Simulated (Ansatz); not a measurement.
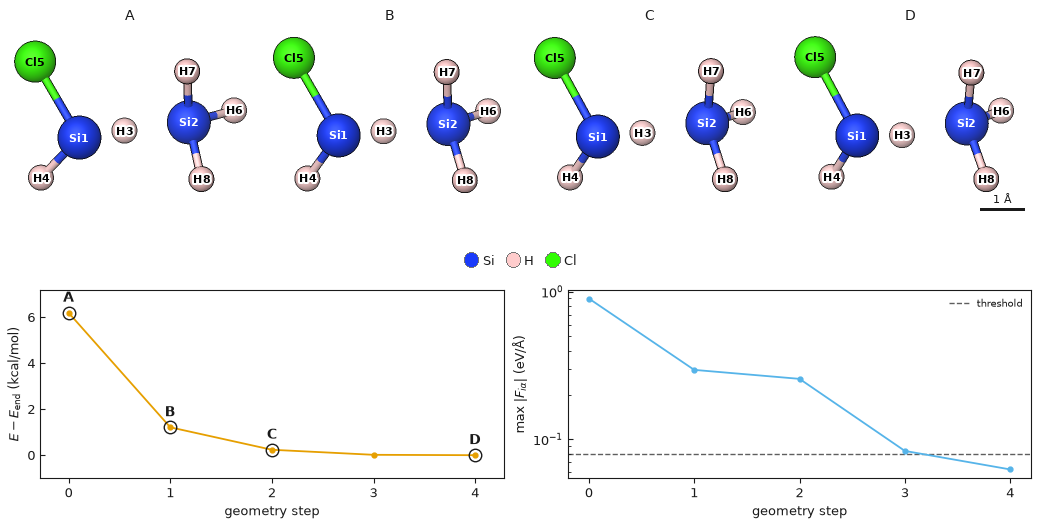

Frames of a constrained relaxation of Si2H5Cl, marked on the history of the run. Style: ball-and-stick. Shown at a tilt.

The reaction that was planned forms Si2–H3 and breaks Si1–Si2, Si1–H3 (atoms numbered from 1 in input order).

Computed with RKS PBE0-D4/def2-SVP (Ansatz).

Input file:
```yaml
crystal:
  periodic: [false, false, false]
  atoms:
    - {symbol: Si, position_ang: [-1.362500, 0.425000, -0.216700]}
    - {symbol: Si, position_ang: [1.015400, -0.145100, 0.651300]}
    - {symbol: H, position_ang: [-0.092200, -0.883500, -0.662900]}
    - {symbol: H, position_ang: [-2.433200, -0.534100, -0.524700]}
    - {symbol: Cl, position_ang: [-1.245800, 1.406400, -2.019600]}
    - {symbol: H, position_ang: [2.236800, -0.962100, 0.447000]}
    - {symbol: H, position_ang: [1.416000, 1.228300, 0.388900]}
    - {symbol: H, position_ang: [0.465500, -0.534900, 1.936600]}
basis:
  gaussian: {orbitals: def2-SVP}
hamiltonian: {xc: pbe0, dispersion: d4}
relax: {f_tol: 0.08, max_steps: 120, escape_saddle: false, constraints: [{distance: [1, 2]}, {distance: [0, 1]}, {distance: [0, 2]}]}
```

Run as
```bash
ansatz run in.yaml --threads 2 --pin off --events-out ev --progress --plain --max-ram 4352MiB
```

> Describe the path.

After 4 geometry steps the energy has fallen by 6.19 kcal/mol. Largest force component: 0.9 eV/Å at the start, 0.063 eV/Å at the end. The largest move after the best rigid fit is that of H6, 0.34 Å. By element the largest moves are H 0.34 Å, Si 0.12 Å, Cl 0.11 Å. Near-neighbour distances that change, for instance: Si1–H4 1.470 → 1.522 Å, Si1–Cl5 2.056 → 2.105 Å, Si2–H7 1.454 → 1.489 Å, Si2–H6 1.484 → 1.499 Å. Bond angles that change, for instance: H7–Si2–H8 121.2° → 115.1°, H6–Si2–H8 106.6° → 109.6°, H4–Si1–Cl5 99.7° → 102.7°. The run took 8 s on 2 threads of Intel Xeon Platinum 8488C (shared host). From step 0 to 1: H4 moves most (0.20 Å), energy −4.98 kcal/mol. From step 1 to 2: H6 moves most (0.13 Å), energy −0.98 kcal/mol. From step 2 to 4: H atoms move most (0.05 Å), energy −0.24 kcal/mol.

| step | E − E(0), kcal/mol | largest force component, eV/Å |
| --- | --- | --- |
| 0 | 0.00 | 0.8996 |
| 1 | -4.98 | 0.2959 |
| 2 | -5.96 | 0.2572 |
| 3 | -6.18 | 0.0837 |
| 4 | -6.19 | 0.0627 |
